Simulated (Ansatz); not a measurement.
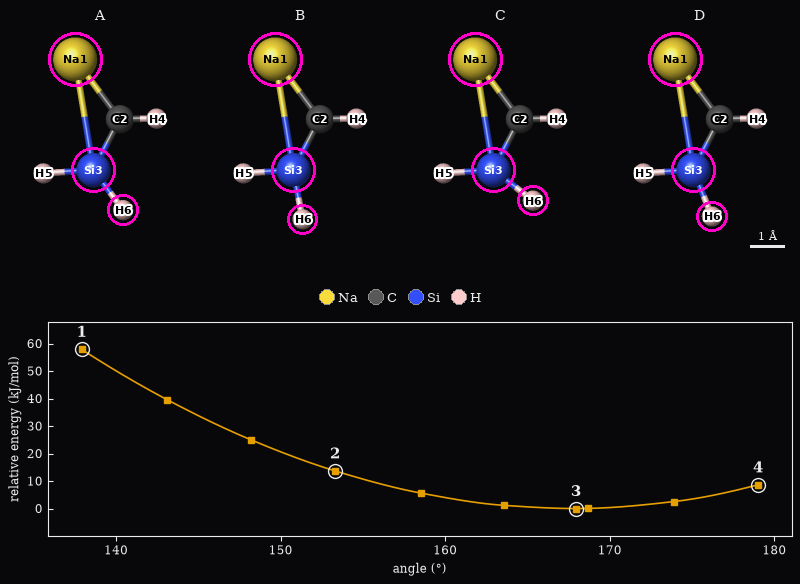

Energy scan for CH$_{3}$NaSi, in which the H6–Si3–Na1 angle is varied, with the rest of the molecule carried along rigidly. The frames are shuffled; the numbered points of the plot belong to them. A ball-and-stick model, seen onto the plane of the angle. The ringed atoms are those of the scanned coordinate.

Level of theory: PBE-D4 (def2-TZVPP, Ansatz), on geometries moved rigidly from the minimum at PBE0-D4/def2-TZVP. Energies are counted from the PBE0-D4/def2-TZVP minimum geometry at the same level.

**Which frame belongs to which numbered point?**

Point 1 is frame C (the angle 137.9°, 57.9 kJ/mol); 2 is frame A (the angle 153.3°, 13.7 kJ/mol); 3 is frame D (the angle 167.9°, 0.0 kJ/mol); 4 is frame B (the angle 179.0°, 8.6 kJ/mol). Of the computed points the lowest is at the angle 167.9°, 0.0 kJ/mol. At the ends of the scan the energy is 57.9 kJ/mol (137.9°) and 8.6 kJ/mol (179.0°). The curvature at the lowest point is about 4.6 eV/rad².
